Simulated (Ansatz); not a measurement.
**What a change does: single-point calculation on C2H10BNSi**

System: C2H10BNSi.
Method of run 1: RKS wB97M-V/def2-SVP (Ansatz 0.2.0).

The geometry comes from this level: PBE0-D4/def2-TZVP. Text and figures count atoms from 1; the logs count them from 0 in places.

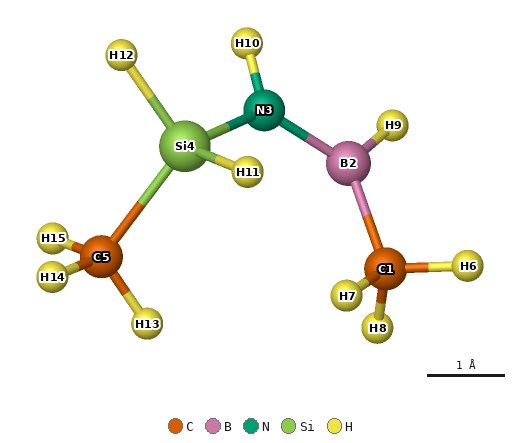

Figure 1. The structure (ball-and-stick view, seen at a tilt; atoms are numbered from 1 in the order of the input).

The input, run 1:
```yaml
crystal:
  periodic: [false, false, false]
  atoms:
    - {symbol: C, position_ang: [-1.890350, 0.231983, -0.673134]}
    - {symbol: B, position_ang: [-0.896228, -0.870649, -1.180602]}
    - {symbol: N, position_ang: [0.289334, -1.200589, -0.500813]}
    - {symbol: Si, position_ang: [0.915432, -0.507139, 0.976667]}
    - {symbol: C, position_ang: [1.513346, 1.242452, 0.741152]}
    - {symbol: H, position_ang: [-2.907297, -0.170783, -0.621819]}
    - {symbol: H, position_ang: [-1.654822, 0.670139, 0.300477]}
    - {symbol: H, position_ang: [-1.937327, 1.047027, -1.405141]}
    - {symbol: H, position_ang: [-1.138172, -1.465975, -2.198411]}
    - {symbol: H, position_ang: [0.856598, -1.923544, -0.918590]}
    - {symbol: H, position_ang: [-0.128933, -0.539945, 2.034601]}
    - {symbol: H, position_ang: [2.044261, -1.382387, 1.395633]}
    - {symbol: H, position_ang: [0.699296, 1.890192, 0.407690]}
    - {symbol: H, position_ang: [1.905136, 1.645007, 1.679057]}
    - {symbol: H, position_ang: [2.308025, 1.283412, -0.007367]}
basis:
  gaussian: {orbitals: def2-SVP}
hamiltonian: {xc: {name: wB97M-V}}
output: {orbitals: {seedname: orbitals}}
```

Hardware: 4 threads of Arm Neoverse V2, 23 GiB of memory available, shared host.

Output (run 1):
```
Functional definition: wB97M-V
  parameter omega = 0.3/bohr
  parameter cx = 0.15
  parameter cx01 = 1.007
  parameter cx10 = 0.259
  parameter css00 = 0.443
  parameter css04 = -1.437
  parameter css10 = -4.535
  parameter css20 = -3.390
  parameter css43 = 4.278
  parameter cos00 = 1.000
  parameter cos10 = 1.358
  parameter cos20 = 2.924
  parameter cos21 = -8.812
  parameter cos60 = -1.390
  parameter cos61 = 9.142
  parameter b = 6.0
  parameter c = 0.01
  gx(w, u) = 1 - cx + cx01*u + cx10*w
  gss(w, u) = css00 + css04*u^4 + css10*w + css20*w^2 + css43*w^4*u^3
  gos(w, u) = cos00 + cos10*w + (cos20 + cos21*u)*w^2 + (cos60 + cos61*u)*w^6
  exchange = spin_sum(e_x_unif_sr(omega)*gx(b97_w, b97_u_x)) + cx*exact_x_sr(omega) + exact_x_lr(omega)
  correlation = spin_sum(e_c_pw_mod_same_spin*gss(b97_w, b97_u_same))
      + integral(e_c_pw_mod_opposite_spin*gos(b97_w_opposite, b97_u_opposite)) + vv10(b, c)
1418 factors; their error is unknown
407 factors; integrals over basis functions are off by at most 9.5e-6 eV
mean field evaluation 1: about -12267.6523 eV, gradient 5.4e1 eV
mean field evaluation 2: about -12269.8054 eV, gradient 4.5e1 eV
mean field evaluation 4: about -12274.1388 eV, gradient 2.0e0 eV
mean field evaluation 8: about -12274.1549 eV, gradient 7.4e-2 eV
mean field evaluation 16: about -12274.1499 eV, gradient 2.8e-5 eV
mean field -12274.14989844 eV, -451.0666890502 hartree, gradient 2.8e-5 eV, S^2 0.000000; 0 other end points of the search recorded, 0 dependent functions left out
reference -12274.14994747 eV, -451.0666908521 hartree; 24, 24 occupied and 100, 100 virtual orbitals, 1418 factors
Total energy: -12274.14994747 eV, -451.0666908521 hartree
```

For run 2 the input was changed thus:
```diff
-  gaussian: {orbitals: def2-SVP}
+  gaussian: {orbitals: "def2-QZVPP.json"}
```

What does this change do to the results?

The total energy of run 2 is 197.1 kcal/mol lower, which measures the change of basis and not a stability. The HOMO goes from −10.25 to −10.36 eV. The LUMO goes from 2.49 to 1.46 eV. The basis functions go from 124 to 598. On the same kind of shared host run 2 took about 5 times as long.

Output (run 2):
```
Functional definition: wB97M-V
  parameter omega = 0.3/bohr
  parameter cx = 0.15
  parameter cx01 = 1.007
  parameter cx10 = 0.259
  parameter css00 = 0.443
  parameter css04 = -1.437
  parameter css10 = -4.535
  parameter css20 = -3.390
  parameter css43 = 4.278
  parameter cos00 = 1.000
  parameter cos10 = 1.358
  parameter cos20 = 2.924
  parameter cos21 = -8.812
  parameter cos60 = -1.390
  parameter cos61 = 9.142
  parameter b = 6.0
  parameter c = 0.01
  gx(w, u) = 1 - cx + cx01*u + cx10*w
  gss(w, u) = css00 + css04*u^4 + css10*w + css20*w^2 + css43*w^4*u^3
  gos(w, u) = cos00 + cos10*w + (cos20 + cos21*u)*w^2 + (cos60 + cos61*u)*w^6
  exchange = spin_sum(e_x_unif_sr(omega)*gx(b97_w, b97_u_x)) + cx*exact_x_sr(omega) + exact_x_lr(omega)
  correlation = spin_sum(e_c_pw_mod_same_spin*gss(b97_w, b97_u_same))
      + integral(e_c_pw_mod_opposite_spin*gos(b97_w_opposite, b97_u_opposite)) + vv10(b, c)
1711 factors; their error is unknown
505 factors; integrals over basis functions are off by at most 8.9e-6 eV
mean field evaluation 1: about -12272.9124 eV, gradient 6.9e1 eV
mean field evaluation 2: about -12275.4939 eV, gradient 5.9e1 eV
mean field evaluation 4: about -12282.6766 eV, gradient 2.9e0 eV
mean field evaluation 8: about -12282.7002 eV, gradient 1.0e-1 eV
mean field evaluation 16: about -12282.6984 eV, gradient 1.2e-4 eV
mean field -12282.69841883 eV, -451.3808413799 hartree, gradient 2.8e-5 eV, S^2 0.000000; 0 other end points of the search recorded, 0 dependent functions left out
reference -12282.69849722 eV, -451.3808442608 hartree; 24, 24 occupied and 574, 574 virtual orbitals, 1711 factors
Total energy: -12282.69849722 eV, -451.3808442608 hartree
```

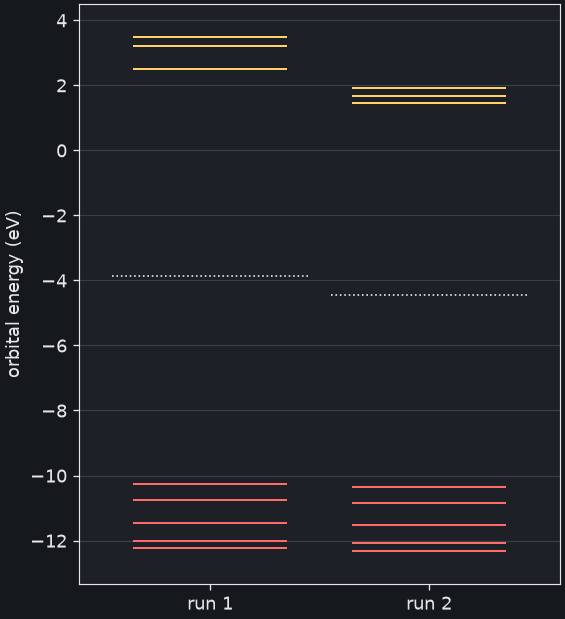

Figure 2. The five highest filled and three lowest empty orbital energies of the two runs; the dotted lines part filled from empty levels. The HOMO–LUMO gap is 12.75 eV in run 1 and 11.82 eV in run 2.

The two runs side by side:

```csv
quantity,run 1,run 2
outcome,converged,converged
total energy (hartree),−451.066691,−451.380844
HOMO (eV),−10.25,−10.36
LUMO (eV),2.49,1.46
basis functions,124,598
wall time (shared host),5 s,25 s
```
